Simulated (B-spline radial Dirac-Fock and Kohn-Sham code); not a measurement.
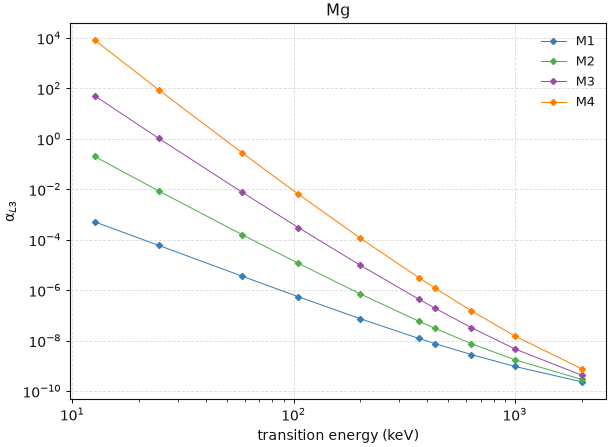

Figure. L3-subshell internal conversion coefficients against transition energy, at the marked points and joined by straight lines (also across edges). It refers to magnesium (Z = 12). Method: a Dirac–Hartree–Slater potential of the neutral atom, no hole, surface-current nucleus (computed with a B-spline radial code).

M1 goes from 5.13 × 10⁻⁴ at 12.6 keV to 2.33 × 10⁻¹⁰ at 2000 keV; M2 goes from 0.201 at 12.6 keV to 2.90 × 10⁻¹⁰ at 2000 keV; M3 goes from 51.4 at 12.6 keV to 4.26 × 10⁻¹⁰ at 2000 keV; M4 goes from 8320 at 12.6 keV to 7.63 × 10⁻¹⁰ at 2000 keV.
